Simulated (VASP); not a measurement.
Band structure of ZrB₂ (AlB2 type). Level of theory: MS2 meta-GGA, VASP's PBE PAW potentials (set 64) (plane waves; VASP 6.6.1).

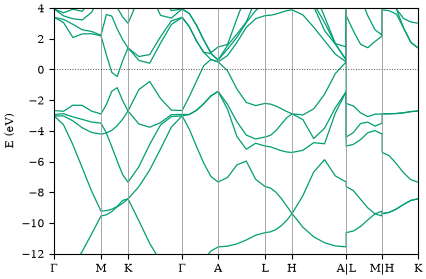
Figure: Bands along high-symmetry lines, zero at the valence-band maximum or, without a gap, the Fermi level

### Question
Read the plot: is there a gap, and where are the band edges?

### Answer
It has no gap at this level: it comes out as a metal or semimetal.

The compound is ZrB2 in the AlB2 type structure. It was relaxed first.
